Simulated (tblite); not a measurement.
# Run report: C$_{2}$H$_{4}$BF$_{2}$Si, geometry relaxation (part 3 of 3)

C$_{2}$H$_{4}$BF$_{2}$Si, multiplicity 2; GFN2-xTB geometry optimisation, gas phase (tblite 0.8.0). It belongs to a series of runs on one base structure; here: H removed from B.

Geometry of the input (Å):
```
B  2.1741  0.3343  0.5113
Si 0.6529  -0.4027  -0.4667
C  -0.9030  -0.1998  0.5975
C  -0.8701  0.6973  -0.5955
F  -1.7580  0.3651  -1.5893
F  -0.6811  2.0300  -0.3129
H  3.1216  -0.3234  0.7113
H  0.6684  -1.7831  -0.9584
H  -0.7539  0.3207  1.5643
H  -1.6420  -1.0335  0.5158
```

Trajectory as extended XYZ, continued
```
10
Properties=species:S:1:pos:R:3:forces:R:3 step=47 energy=-506.02174
B     2.1803    0.1323    0.5051    0.0470  -0.0020  -0.0160
Si    0.7048   -0.7070   -0.2239   -0.0140   0.0390   0.0200
C    -0.9893   -0.2609    0.6315   -0.0050  -0.0120  -0.0100
C    -0.7196    0.6152   -0.5164   -0.0080   0.0010   0.0050
F    -1.5010    0.4967   -1.6154    0.0370  -0.0030   0.0000
F    -0.5148    1.9369   -0.3074   -0.0100  -0.0050   0.0060
H     3.3268    0.2763    0.5526   -0.0320  -0.0100  -0.0070
H     0.3149   -1.7843   -1.1480    0.0000  -0.0080  -0.0040
H    -0.9648    0.2281    1.5929   -0.0130  -0.0080  -0.0140
H    -1.8286   -0.9287    0.5063   -0.0010   0.0070   0.0220
10
Properties=species:S:1:pos:R:3:forces:R:3 step=48 energy=-506.02195
B     2.1810    0.1308    0.5026    0.0330  -0.0020  -0.0130
Si    0.7038   -0.7096   -0.2216   -0.0040   0.0490   0.0360
C    -0.9916   -0.2620    0.6314    0.0020  -0.0120  -0.0060
C    -0.7173    0.6152   -0.5145   -0.0110   0.0000  -0.0020
F    -1.4947    0.4997   -1.6164    0.0250  -0.0110  -0.0090
F    -0.5109    1.9364   -0.3053   -0.0070  -0.0010   0.0190
H     3.3262    0.2835    0.5474   -0.0250  -0.0110  -0.0090
H     0.3131   -1.7860   -1.1450   -0.0040  -0.0200  -0.0150
H    -0.9691    0.2256    1.5936   -0.0080  -0.0030  -0.0130
H    -1.8316   -0.9290    0.5054    0.0000   0.0120   0.0110
10
Properties=species:S:1:pos:R:3:forces:R:3 step=49 energy=-506.02215
B     2.1815    0.1295    0.5001    0.0120  -0.0020  -0.0080
Si    0.7025   -0.7116   -0.2190    0.0060   0.0360   0.0360
C    -0.9940   -0.2633    0.6312    0.0050  -0.0080   0.0000
C    -0.7152    0.6155   -0.5125   -0.0100  -0.0010  -0.0080
F    -1.4870    0.5020   -1.6180    0.0090  -0.0140  -0.0160
F    -0.5074    1.9361   -0.3026   -0.0090   0.0010   0.0280
H     3.3249    0.2905    0.5416   -0.0060  -0.0100  -0.0100
H     0.3111   -1.7879   -1.1422   -0.0030  -0.0190  -0.0160
H    -0.9726    0.2228    1.5940   -0.0040   0.0040  -0.0070
H    -1.8351   -0.9288    0.5049    0.0000   0.0130  -0.0010
10
Properties=species:S:1:pos:R:3:forces:R:3 step=50 energy=-506.02226
B     2.1817    0.1290    0.4987   -0.0030  -0.0010  -0.0030
Si    0.7016   -0.7124   -0.2169    0.0100   0.0080   0.0220
C    -0.9955   -0.2643    0.6310    0.0040  -0.0010   0.0040
C    -0.7139    0.6158   -0.5112   -0.0060  -0.0030  -0.0080
F    -1.4812    0.5027   -1.6195    0.0000  -0.0100  -0.0180
F    -0.5054    1.9362   -0.3000   -0.0140  -0.0010   0.0280
H     3.3237    0.2948    0.5373    0.0130  -0.0080  -0.0100
H     0.3094   -1.7895   -1.1405    0.0020  -0.0060  -0.0070
H    -0.9742    0.2207    1.5941   -0.0040   0.0100  -0.0010
H    -1.8375   -0.9283    0.5044   -0.0020   0.0110  -0.0080
10
Properties=species:S:1:pos:R:3:forces:R:3 step=51 energy=-506.02232
B     2.1817    0.1290    0.4983   -0.0060   0.0010   0.0000
Si    0.7013   -0.7127   -0.2156    0.0070  -0.0110   0.0080
C    -0.9960   -0.2647    0.6309    0.0010   0.0030   0.0040
C    -0.7134    0.6160   -0.5107   -0.0010  -0.0040  -0.0050
F    -1.4782    0.5026   -1.6206   -0.0020  -0.0040  -0.0140
F    -0.5047    1.9362   -0.2982   -0.0180  -0.0040   0.0220
H     3.3232    0.2965    0.5350    0.0210  -0.0070  -0.0090
H     0.3084   -1.7904   -1.1396    0.0070   0.0050   0.0020
H    -0.9749    0.2199    1.5942   -0.0040   0.0130   0.0000
H    -1.8386   -0.9278    0.5039   -0.0030   0.0070  -0.0090
10
Properties=species:S:1:pos:R:3:forces:R:3 step=52 energy=-506.02239
B     2.1819    0.1292    0.4979   -0.0050   0.0020   0.0020
Si    0.7012   -0.7129   -0.2143    0.0010  -0.0250  -0.0050
C    -0.9963   -0.2650    0.6308   -0.0030   0.0050   0.0020
C    -0.7130    0.6161   -0.5104    0.0030  -0.0040   0.0000
F    -1.4759    0.5024   -1.6217   -0.0010   0.0020  -0.0060
F    -0.5048    1.9362   -0.2962   -0.0200  -0.0070   0.0140
H     3.3232    0.2975    0.5330    0.0240  -0.0060  -0.0090
H     0.3076   -1.7911   -1.1388    0.0110   0.0150   0.0100
H    -0.9756    0.2195    1.5941   -0.0050   0.0140   0.0000
H    -1.8393   -0.9273    0.5032   -0.0050   0.0030  -0.0090
10
Properties=species:S:1:pos:R:3:forces:R:3 step=53 energy=-506.02248
B     2.1825    0.1295    0.4971   -0.0010   0.0040   0.0060
Si    0.7013   -0.7133   -0.2125   -0.0060  -0.0320  -0.0160
C    -0.9968   -0.2652    0.6307   -0.0090   0.0050   0.0000
C    -0.7127    0.6162   -0.5102    0.0070  -0.0040   0.0060
F    -1.4733    0.5024   -1.6234    0.0030   0.0080   0.0060
F    -0.5057    1.9361   -0.2932   -0.0210  -0.0080   0.0020
H     3.3239    0.2981    0.5302    0.0230  -0.0050  -0.0090
H     0.3070   -1.7917   -1.1374    0.0150   0.0210   0.0160
H    -0.9773    0.2194    1.5941   -0.0050   0.0140  -0.0030
H    -1.8400   -0.9268    0.5021   -0.0070  -0.0030  -0.0070
10
Properties=species:S:1:pos:R:3:forces:R:3 step=54 energy=-506.02259
B     2.1837    0.1299    0.4958    0.0030   0.0040   0.0090
Si    0.7014   -0.7139   -0.2103   -0.0090  -0.0260  -0.0180
C    -0.9974   -0.2653    0.6307   -0.0130   0.0010  -0.0030
C    -0.7124    0.6161   -0.5101    0.0100  -0.0010   0.0120
F    -1.4706    0.5029   -1.6252    0.0060   0.0110   0.0190
F    -0.5073    1.9357   -0.2895   -0.0180  -0.0050  -0.0110
H     3.3254    0.2981    0.5269    0.0170  -0.0050  -0.0100
H     0.3071   -1.7922   -1.1352    0.0150   0.0190   0.0150
H    -0.9803    0.2200    1.5940   -0.0020   0.0120  -0.0090
H    -1.8407   -0.9265    0.5006   -0.0090  -0.0100  -0.0050
10
Properties=species:S:1:pos:R:3:forces:R:3 step=55 energy=-506.02269
B     2.1852    0.1302    0.4942    0.0040   0.0020   0.0110
Si    0.7015   -0.7144   -0.2086   -0.0060  -0.0070  -0.0080
C    -0.9982   -0.2654    0.6306   -0.0140  -0.0040  -0.0040
C    -0.7122    0.6158   -0.5099    0.0090   0.0020   0.0140
F    -1.4688    0.5041   -1.6264    0.0070   0.0070   0.0240
F    -0.5094    1.9352   -0.2866   -0.0100   0.0030  -0.0170
H     3.3273    0.2974    0.5240    0.0110  -0.0050  -0.0110
H     0.3082   -1.7925   -1.1329    0.0100   0.0080   0.0070
H    -0.9836    0.2209    1.5937    0.0010   0.0090  -0.0130
H    -1.8410   -0.9267    0.4993   -0.0110  -0.0150  -0.0030
10
Properties=species:S:1:pos:R:3:forces:R:3 step=56 energy=-506.02276
B     2.1863    0.1304    0.4932    0.0010   0.0000   0.0110
Si    0.7015   -0.7145   -0.2076    0.0000   0.0110   0.0040
C    -0.9990   -0.2654    0.6306   -0.0110  -0.0080  -0.0030
C    -0.7121    0.6157   -0.5097    0.0050   0.0040   0.0120
F    -1.4682    0.5052   -1.6266    0.0050   0.0010   0.0190
F    -0.5110    1.9351   -0.2851   -0.0020   0.0100  -0.0150
H     3.3288    0.2962    0.5222    0.0070  -0.0050  -0.0110
H     0.3098   -1.7925   -1.1312    0.0040  -0.0020  -0.0020
H    -0.9860    0.2219    1.5932    0.0020   0.0050  -0.0130
H    -1.8413   -0.9273    0.4986   -0.0110  -0.0140  -0.0030
10
Properties=species:S:1:pos:R:3:forces:R:3 step=57 energy=-506.02281
B     2.1871    0.1307    0.4926   -0.0010  -0.0030   0.0110
Si    0.7015   -0.7142   -0.2070    0.0050   0.0220   0.0140
C    -0.9997   -0.2656    0.6304   -0.0060  -0.0100   0.0000
C    -0.7120    0.6158   -0.5094    0.0000   0.0040   0.0070
F    -1.4678    0.5060   -1.6263    0.0010  -0.0050   0.0100
F    -0.5123    1.9352   -0.2845    0.0040   0.0130  -0.0100
H     3.3300    0.2949    0.5209    0.0040  -0.0040  -0.0120
H     0.3113   -1.7927   -1.1298   -0.0010  -0.0080  -0.0080
H    -0.9876    0.2227    1.5926    0.0020   0.0010  -0.0100
H    -1.8415   -0.9282    0.4980   -0.0090  -0.0100  -0.0020
10
Properties=species:S:1:pos:R:3:forces:R:3 step=58 energy=-506.02287
B     2.1878    0.1312    0.4926   -0.0030  -0.0050   0.0110
Si    0.7016   -0.7135   -0.2064    0.0080   0.0220   0.0170
C    -1.0005   -0.2659    0.6302    0.0000  -0.0080   0.0020
C    -0.7120    0.6161   -0.5089   -0.0050   0.0040   0.0020
F    -1.4674    0.5064   -1.6259   -0.0030  -0.0070  -0.0020
F    -0.5138    1.9358   -0.2840    0.0070   0.0110  -0.0050
H     3.3311    0.2931    0.5193    0.0020  -0.0030  -0.0110
H     0.3126   -1.7929   -1.1286   -0.0020  -0.0070  -0.0090
H    -0.9888    0.2235    1.5917    0.0000  -0.0040  -0.0030
H    -1.8418   -0.9292    0.4975   -0.0050  -0.0030  -0.0020
10
Properties=species:S:1:pos:R:3:forces:R:3 step=59 energy=-506.02291
B     2.1883    0.1318    0.4931   -0.0010  -0.0050   0.0110
Si    0.7018   -0.7125   -0.2058    0.0060   0.0130   0.0130
C    -1.0010   -0.2662    0.6300    0.0040  -0.0030   0.0020
C    -0.7121    0.6165   -0.5085   -0.0080   0.0020  -0.0030
F    -1.4669    0.5062   -1.6256   -0.0050  -0.0060  -0.0090
F    -0.5152    1.9365   -0.2837    0.0070   0.0050  -0.0030
H     3.3321    0.2913    0.5179    0.0010  -0.0020  -0.0110
H     0.3134   -1.7929   -1.1279    0.0000   0.0000  -0.0050
H    -0.9894    0.2240    1.5910   -0.0020  -0.0080   0.0040
H    -1.8421   -0.9300    0.4970   -0.0010   0.0030  -0.0010
10
Properties=species:S:1:pos:R:3:forces:R:3 step=60 energy=-506.02293
B     2.1886    0.1321    0.4938    0.0020  -0.0040   0.0110
Si    0.7020   -0.7117   -0.2053    0.0010   0.0030   0.0050
C    -1.0012   -0.2663    0.6299    0.0030   0.0010   0.0020
C    -0.7123    0.6169   -0.5083   -0.0080   0.0000  -0.0040
F    -1.4666    0.5055   -1.6257   -0.0040  -0.0030  -0.0090
F    -0.5161    1.9371   -0.2835    0.0050  -0.0010  -0.0040
H     3.3326    0.2901    0.5170    0.0000  -0.0020  -0.0100
H     0.3135   -1.7928   -1.1276    0.0030   0.0090   0.0010
H    -0.9896    0.2242    1.5906   -0.0040  -0.0090   0.0070
H    -1.8422   -0.9304    0.4967    0.0020   0.0050   0.0010
10
Properties=species:S:1:pos:R:3:forces:R:3 step=61 energy=-506.02295
B     2.1889    0.1322    0.4946    0.0040  -0.0020   0.0100
Si    0.7023   -0.7110   -0.2048   -0.0040  -0.0060  -0.0020
C    -1.0012   -0.2664    0.6299    0.0010   0.0050   0.0000
C    -0.7127    0.6171   -0.5082   -0.0050  -0.0010  -0.0040
F    -1.4664    0.5049   -1.6260   -0.0030   0.0000  -0.0060
F    -0.5168    1.9375   -0.2835    0.0020  -0.0050  -0.0050
H     3.3332    0.2890    0.5162    0.0000  -0.0010  -0.0090
H     0.3135   -1.7923   -1.1275    0.0060   0.0140   0.0050
H    -0.9898    0.2243    1.5905   -0.0050  -0.0090   0.0090
H    -1.8421   -0.9306    0.4965    0.0030   0.0050   0.0010
10
Properties=species:S:1:pos:R:3:forces:R:3 step=62 energy=-506.02298
B     2.1895    0.1322    0.4958    0.0060   0.0000   0.0080
Si    0.7026   -0.7099   -0.2042   -0.0080  -0.0120  -0.0090
C    -1.0012   -0.2665    0.6299   -0.0030   0.0090  -0.0020
C    -0.7133    0.6174   -0.5082    0.0000  -0.0030  -0.0030
F    -1.4664    0.5041   -1.6265   -0.0010   0.0030  -0.0010
F    -0.5178    1.9379   -0.2838   -0.0010  -0.0100  -0.0070
H     3.3340    0.2874    0.5150   -0.0010  -0.0010  -0.0070
H     0.3137   -1.7913   -1.1274    0.0080   0.0180   0.0090
H    -0.9903    0.2242    1.5905   -0.0050  -0.0080   0.0090
H    -1.8419   -0.9309    0.4963    0.0040   0.0040   0.0020
10
Properties=species:S:1:pos:R:3:forces:R:3 step=63 energy=-506.02302
B     2.1904    0.1320    0.4976    0.0070   0.0030   0.0050
Si    0.7029   -0.7086   -0.2032   -0.0100  -0.0140  -0.0120
C    -1.0013   -0.2664    0.6300   -0.0070   0.0110  -0.0030
C    -0.7142    0.6176   -0.5083    0.0070  -0.0040  -0.0030
F    -1.4665    0.5033   -1.6270    0.0020   0.0040   0.0050
F    -0.5191    1.9383   -0.2844   -0.0030  -0.0120  -0.0070
H     3.3354    0.2852    0.5130   -0.0020  -0.0020  -0.0040
H     0.3145   -1.7896   -1.1269    0.0090   0.0170   0.0080
H    -0.9915    0.2240    1.5907   -0.0040  -0.0060   0.0090
H    -1.8417   -0.9312    0.4960    0.0030   0.0020   0.0020
10
Properties=species:S:1:pos:R:3:forces:R:3 step=64 energy=-506.02306
B     2.1914    0.1317    0.4991    0.0040   0.0040   0.0000
Si    0.7031   -0.7074   -0.2022   -0.0080  -0.0080  -0.0080
C    -1.0017   -0.2663    0.6301   -0.0080   0.0100  -0.0030
C    -0.7148    0.6177   -0.5084    0.0100  -0.0040  -0.0020
F    -1.4669    0.5031   -1.6274    0.0020   0.0020   0.0080
F    -0.5201    1.9384   -0.2851   -0.0030  -0.0080  -0.0040
H     3.3366    0.2833    0.5109   -0.0030  -0.0020  -0.0010
H     0.3159   -1.7880   -1.1262    0.0060   0.0090   0.0030
H    -0.9930    0.2237    1.5910   -0.0020  -0.0030   0.0060
H    -1.8416   -0.9316    0.4958    0.0010   0.0000   0.0000
10
Properties=species:S:1:pos:R:3:forces:R:3 step=65 energy=-506.02307
B     2.1918    0.1315    0.4995    0.0000   0.0040  -0.0020
Si    0.7030   -0.7072   -0.2017   -0.0030   0.0000  -0.0010
C    -1.0022   -0.2661    0.6301   -0.0060   0.0060  -0.0010
C    -0.7149    0.6176   -0.5085    0.0090  -0.0030  -0.0010
F    -1.4670    0.5034   -1.6274    0.0020  -0.0020   0.0060
F    -0.5202    1.9383   -0.2854   -0.0010  -0.0030  -0.0010
H     3.3371    0.2827    0.5097   -0.0020  -0.0020   0.0000
H     0.3169   -1.7873   -1.1257    0.0020   0.0020  -0.0030
H    -0.9940    0.2234    1.5913   -0.0010  -0.0010   0.0040
H    -1.8416   -0.9317    0.4956    0.0000   0.0000  -0.0010
```

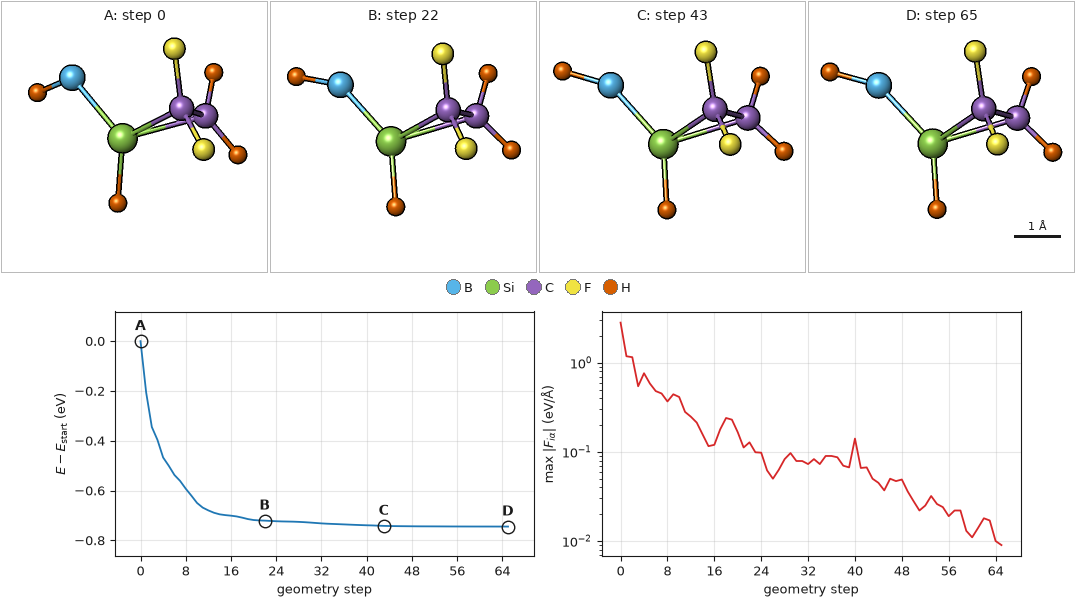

Fig. 1: Frames of the relaxation (ball-and-stick view, seen at a tilt) above the curves, on which the letters mark them (steps are counted from 0).

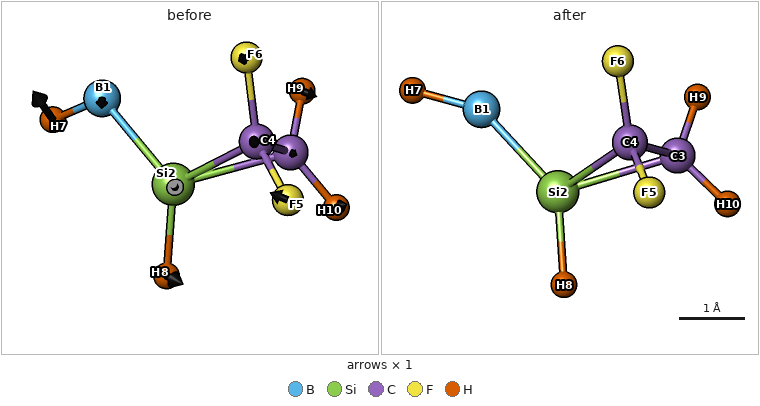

Fig. 2: Before (left) and after (right) the relaxation, at one scale (ball-and-stick view, seen at a tilt). The black arrows give the displacements, at true length. The energy falls by 0.744 eV in 65 geometry steps. Largest force component: 2.8 eV/Å at the start, 0.009 eV/Å at the end. The atom that moves furthest after the best rigid fit is H7 (0.69 Å). Largest moves by element: H 0.69 Å, Si 0.41 Å, F 0.31 Å, C 0.19 Å, B 0.19 Å. Among the contacts that change: B1–Si2 1.953 → 1.847 Å, Si2–C4 1.883 → 1.965 Å, Si2–C3 1.896 → 1.948 Å, C3–H10 1.117 → 1.080 Å. Among the angles that change: Si2–B1–H7 120.3° → 149.5°, B1–Si2–H8 121.0° → 141.5°, C4–Si2–H8 122.4° → 102.0°. (Atoms are counted from 1 in the order of the input.)
